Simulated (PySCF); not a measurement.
C7H11NSi

Input

```
{"job": {"kind": "nmr", "xc": "PBE0", "basis": "pcSseg-1"}, "charge": 0, "multiplicity": 1}
C     -2.145571    -0.689133    -1.106133
C     -1.881869    -0.320971     0.345700
Si    -2.759859     1.244888     1.073045
C     -0.914753     1.608829     1.072899
C     -0.569248     0.413899     0.550706
C      0.692194    -0.099828     0.230564
C      1.741697    -0.617631    -0.066160
C      3.083397    -1.077146    -0.390919
N      4.106601    -0.040322    -0.305186
H     -1.394147    -1.390927    -1.468920
H     -2.113053     0.198822    -1.735388
H     -3.125975    -1.149672    -1.212751
H     -1.928095    -1.226973     0.955785
H     -3.429801     1.073877     2.361615
H     -3.601835     1.976062     0.127124
H     -0.244252     2.405750     1.354846
H      3.093010    -1.476747    -1.411874
H      3.364989    -1.886089     0.293619
H      4.140009     0.340003     0.635559
H      3.881412     0.723987    -0.934436
```

Launched as:

```sh
OMP_NUM_THREADS=1 python probes_run.py task.json out
```

Geometry: GFN2-xTB.

All numbers below come from PBE0/pcSseg-1, SCF density, gas phase, non-relativistic (PySCF).

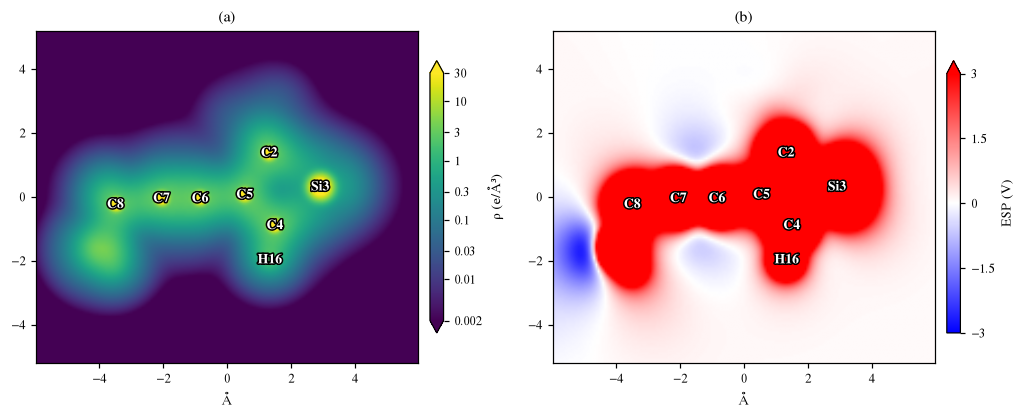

Figure 1. (a) total electron density; (b) electrostatic potential on the plane of atoms C5, C4 and H16.

Q: Interpret the plot.

A: Atoms in the plane: C, Si and H.
C–C (1.21 Å): ρ at the midpoint is about 2.7 e/Å³.
C–Si (1.88 Å): ρ is about 0.9 e/Å³ halfway.
C–C (1.35 Å): ρ is about 2.2 e/Å³ halfway.
C–C (1.40 Å): the density is about 2 e/Å³ at the midpoint.
C–Si (1.94 Å): the density is about 0.86 e/Å³ at the midpoint.
Outside the dense part of the molecule the potential is most negative (−2.6 V) near N9, which lies off the plane.

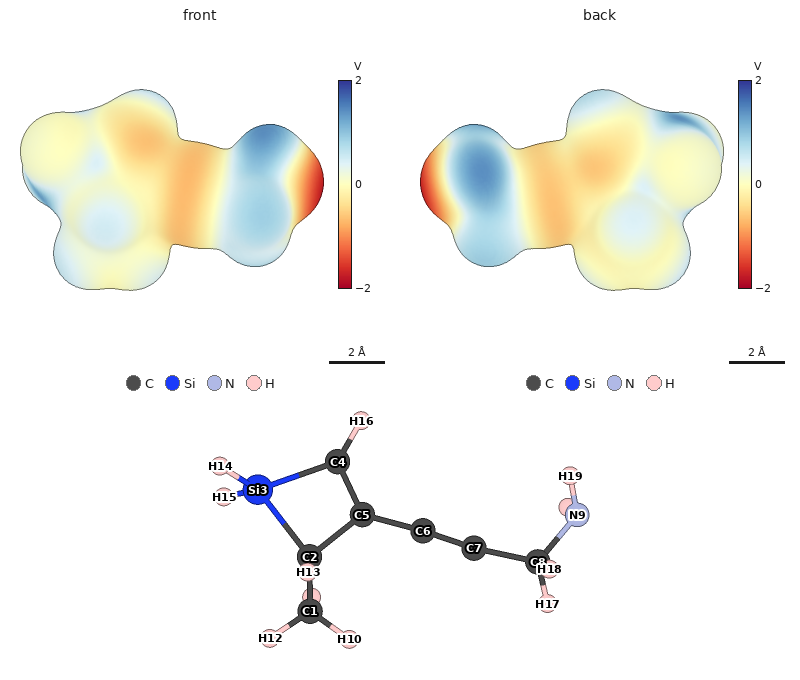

Figure 2. The molecular electrostatic potential painted on the density surface at 0.002 e/bohr³, seen from the front and from behind; red is negative and blue positive. The bare structure is drawn below in the same view.

Q: Where is the surface potential most negative and most positive?

A: The most negative region (about −1.7 V) lies over N9, the most positive (about +1.4 V) over Si3, H19 and H20. N9 is the likeliest acceptor of a hydrogen bond.

Q: How polar is the molecule by this calculation?

A: Its dipole moment is 0.48 D.
